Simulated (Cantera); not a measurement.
Input: 1 mol Cr, 26 mol H2O, at 10.0 Torr.

Cantera equilibrium calculation (NASA polynomials, part measured and part estimated; ideal gas, pure solids and liquids). Candidate condensed phases: Cr, Cr2O3, H2O; 13 gas species. Gases not in the tables: CrO2(OH)2. Equilibrium is a limit: real reactors are often held back by kinetics, nucleation or transport.

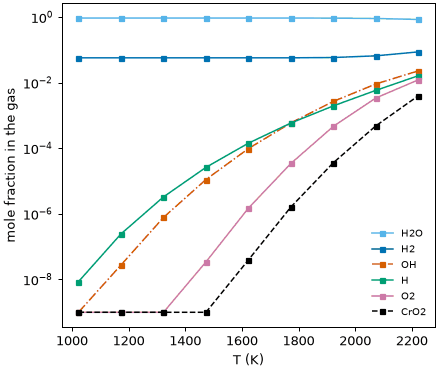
*Equilibrium gas composition (values under 1e-9 drawn at 1e-9)*

From 1023 K to 2223 K the condensed part is Cr2O3(s).
